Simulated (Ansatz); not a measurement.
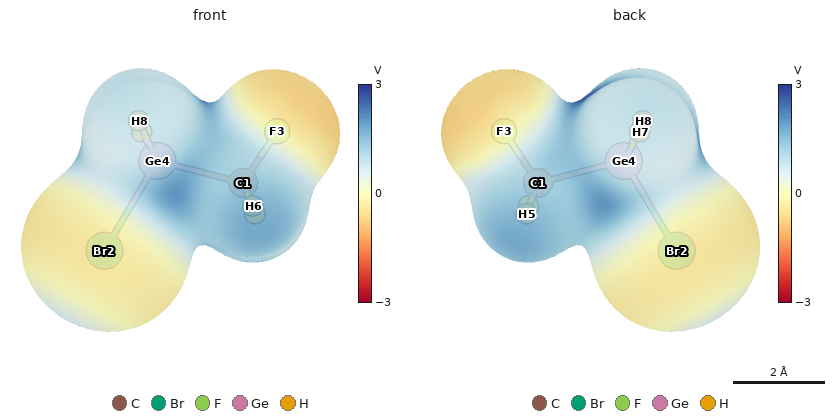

CH4BrFGe. The molecular electrostatic potential painted on the density surface at 0.004 e/bohr³, seen from the front and from behind; the colour scale runs from red (negative) to blue (positive).

Geometry: PBE0-D3(BJ)/def2-SVP.

Level of theory: isolated molecule in a Gaussian basis; Kohn-Sham density functional theory, functional PBE0 in Ansatz.

```yaml
atoms:
  - { symbol: C, position_ang: [0.8571, -0.5716, 0.2207] }
  - { symbol: Br, position_ang: [-2.5453, -0.3360, -0.0746] }
  - { symbol: F, position_ang: [2.1021, -0.0329, -0.0028] }
  - { symbol: Ge, position_ang: [-0.4977, 0.6611, -0.4959] }
  - { symbol: H, position_ang: [0.7781, -1.5520, -0.2775] }
  - { symbol: H, position_ang: [0.7011, -0.7185, 1.3022] }
  - { symbol: H, position_ang: [-0.3594, 0.8321, -2.0150] }
  - { symbol: H, position_ang: [-0.4730, 2.0132, 0.2303] }
```

Where is the surface potential most negative and most positive?

The most negative region (about −0.7 V) lies over F3, the most positive (about +2.5 V) over Ge4. Br2 shows a σ-hole: about +0.6 V at the tip opposite its bond, against about −0.3 V on its flanks.
